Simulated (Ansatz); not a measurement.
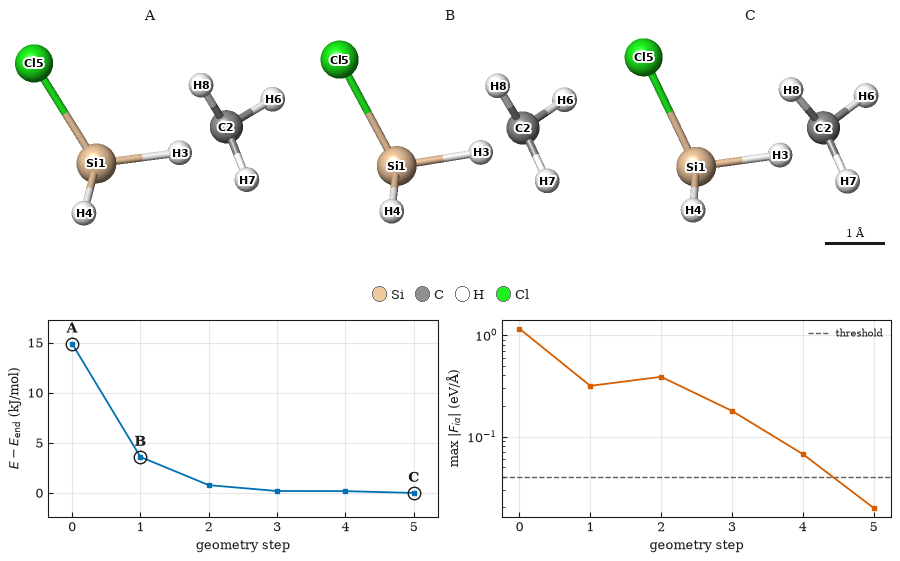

Frames of a constrained relaxation of CH₅ClSi, marked on the history of the run. Style: ball-and-stick. Shown at a tilt.

The reaction that was planned forms C2–H3 and breaks Si1–C2, Si1–H3 (atoms numbered from 1 in input order).

These are results of Ansatz 0.2.0, RKS PBE0-D4/def2-SVP, not measurements.

Input
```yaml
crystal:
  periodic: [false, false, false]
  atoms:
    - {symbol: Si, position_ang: [-0.765800, 1.245300, -0.087500]}
    - {symbol: C, position_ang: [0.488800, -0.875300, -0.266800]}
    - {symbol: H, position_ang: [0.072900, 0.473200, -1.021500]}
    - {symbol: H, position_ang: [-1.862700, 0.504500, 0.510000]}
    - {symbol: Cl, position_ang: [0.201000, 2.132500, 1.461800]}
    - {symbol: H, position_ang: [1.360700, -1.003100, -0.894200]}
    - {symbol: H, position_ang: [-0.265300, -1.617400, -0.476100]}
    - {symbol: H, position_ang: [0.770400, -0.859700, 0.774400]}
basis:
  gaussian: {orbitals: def2-SVP}
hamiltonian: {xc: pbe0, dispersion: d4}
relax: {f_tol: 0.04, max_steps: 150, escape_saddle: false, constraints: [{distance: [1, 2]}, {distance: [0, 1]}, {distance: [0, 2]}]}
```

Command:
```bash
ansatz run in.yaml --threads 2 --pin off --events-out ev --progress --plain --max-ram 4352MiB
```

**What happens along the run?**

After 5 geometry steps the energy has fallen by 14.9 kJ/mol. Largest force component: 1.2 eV/Å at the start, 0.02 eV/Å at the end. The largest move after the best rigid fit is that of Cl5, 0.19 Å. By element the largest moves are Cl 0.19 Å, H 0.19 Å, Si 0.08 Å, C 0.06 Å. Some distances before and after: Si1–Cl5 2.030 → 2.101 Å, Si1–H4 1.452 → 1.502 Å, C2–H7 1.079 → 1.095 Å, C2–H6 1.082 → 1.096 Å. Bond angles that change, for instance: H3–Si1–H4 115.0° → 107.4°, H3–Si1–Cl5 116.2° → 109.7°, H6–C2–H8 110.6° → 112.9°. From step 0 to 1: H6 moves most (0.16 Å), energy −11.3 kJ/mol. From step 1 to 5: H8 moves most (0.14 Å), energy −3.60 kJ/mol.

| step | E − E(0), kJ/mol | largest force component, eV/Å |
| --- | --- | --- |
| 0 | 0.00 | 1.1536 |
| 1 | -11.31 | 0.3156 |
| 2 | -14.13 | 0.3874 |
| 3 | -14.71 | 0.1791 |
| 4 | -14.72 | 0.0673 |
| 5 | -14.90 | 0.0198 |
